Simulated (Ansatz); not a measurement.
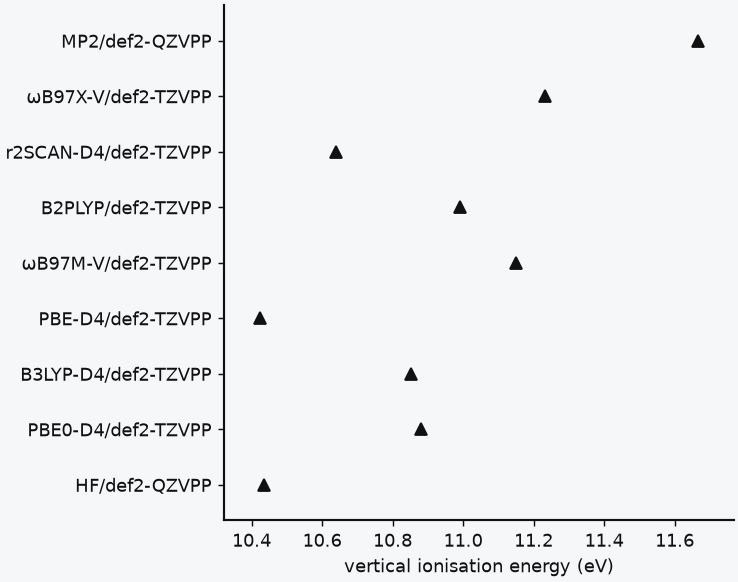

Vertical ionisation energy of C₂H₄Cl₂, SMILES CC(Cl)Cl, taken as the energy of the cation less that of the neutral at fixed geometry (unrestricted doublet cation, cores frozen in correlated methods, no spin-orbit coupling), the Ansatz code 0.2.0, at a PBE0-D4/def2-TZVP geometry (a minimum by its frequencies).

**What range do the values span?**

From 10.42 eV (PBE-D4/def2-TZVPP) to 11.67 eV (MP2/def2-QZVPP).

**Give the values.**

```
               level     eV
      MP2/def2-QZVPP  11.67
  ωB97X-V/def2-TZVPP  11.23
r2SCAN-D4/def2-TZVPP  10.64
   B2PLYP/def2-TZVPP  10.99
  ωB97M-V/def2-TZVPP  11.15
   PBE-D4/def2-TZVPP  10.42
 B3LYP-D4/def2-TZVPP  10.85
  PBE0-D4/def2-TZVPP  10.88
       HF/def2-QZVPP  10.44
```
